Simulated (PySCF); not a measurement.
## Electronic structure of CH9ClO2Si3 in real space

Input file:

```
{"job": {"kind": "uv", "xc": "B3LYP", "basis": "def2-SVPD", "nstates": 8, "ntriplets": 3}, "charge": 0, "multiplicity": 1}
C      2.402995     0.715407     0.018605
O      1.159880     0.090001     0.170472
Si     0.822894    -1.490358     0.256507
Cl     1.612021    -2.439189    -1.323128
O     -0.772502    -1.567997     0.217672
Si    -2.153602    -0.785955    -0.218645
Si    -1.778269     1.485644    -0.191006
H      2.982346     0.241778    -0.777134
H      2.220436     1.759738    -0.233360
H      2.970840     0.660881     0.949835
H      1.248000    -2.119396     1.491304
H     -3.081650    -1.338473     0.774022
H     -2.486293    -1.364668    -1.528449
H     -1.150979     1.987232     1.037738
H     -0.947249     1.970649    -1.301604
H     -3.056468     2.203651    -0.312746
```

Command:

```sh
OMP_NUM_THREADS=1 python probes_run.py task.json out
```

Geometry: GFN2-xTB.

Level of theory: B3LYP/def2-SVPD, SCF density, gas phase in PySCF.

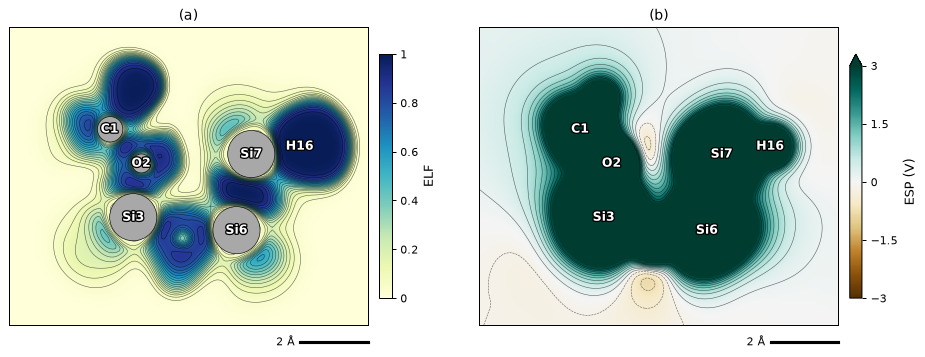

Figure 1. (a) electron localisation function; (b) molecular electrostatic potential on the plane of atoms Si6, Si7 and H16. Grey discs cover the atomic cores in the ELF map.

**Interpret the plot.**

- Atoms in the plane: C, O, Si and H.
- C–O (1.40 Å): the ELF peaks at about 0.90 between the atoms; a polar covalent bond.
- Si–Si (2.30 Å): the ELF peaks at about 1 between the atoms (a covalent bond).
- Si–H (1.47 Å): the ELF climbs to about 1 towards the hydrogen, as it does in any bond to H.
- The ELF also peaks beside O5, away from the bonds: lone-pair regions.
- Outside the dense part of the molecule the potential is most negative (−0.8 V) near O5, which lies off the plane.

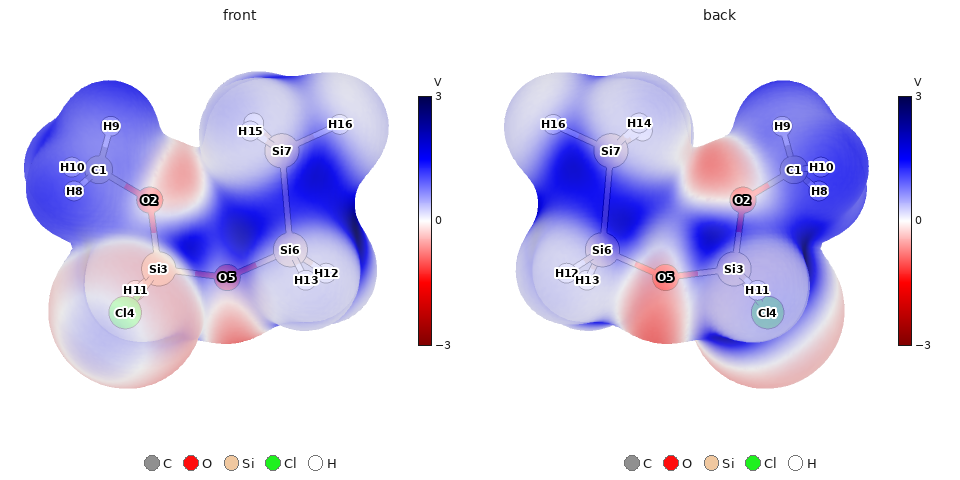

Figure 2. The electrostatic potential painted on the density surface at 0.004 e/bohr³, seen from the front and from behind; the colour scale runs from red (negative) to blue (positive).

**Which sites attract a positive test charge, and which a negative one?**

A positive charge is drawn to the negative regions and a negative charge to the positive ones. The most negative region (about −0.8 V) lies over O5, the most positive (about +2.6 V) over Si3 and Si6. Cl4 shows a σ-hole: about +0.3 V at the tip opposite its bond, against about −0.2 V on its flanks.

**How polar is the molecule by this calculation?**

Its dipole moment is 1.56 D.
